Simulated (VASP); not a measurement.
Band structure of Ge (diamond). These are optB86b-vdW, VASP's PBE PAW potentials (set 64) (plane waves; VASP) values and carry that method's errors.

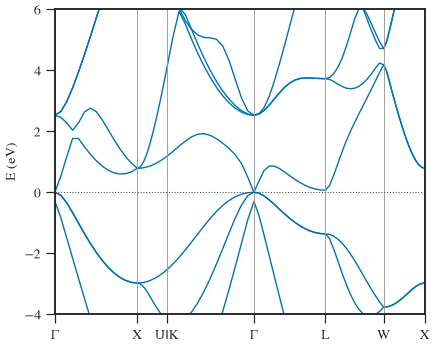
Fig. 1. Bands along high-symmetry lines, zero at the valence-band maximum or, without a gap, the Fermi level

**Question.** Read the plot: is there a gap, and where are the band edges?

**Answer.** It has no gap at this level: it comes out as a metal or semimetal. (Edges off the drawn lines would not show.)

Measured: gap 0.79 eV (computed value off by -0.79 eV), as given by Anna Miglio et al., npj Computational Materials (2020), arXiv:2011.12765 [measured zero-point renormalisation of 52 meV added back].

The compound is Ge in the diamond structure. It was relaxed first.
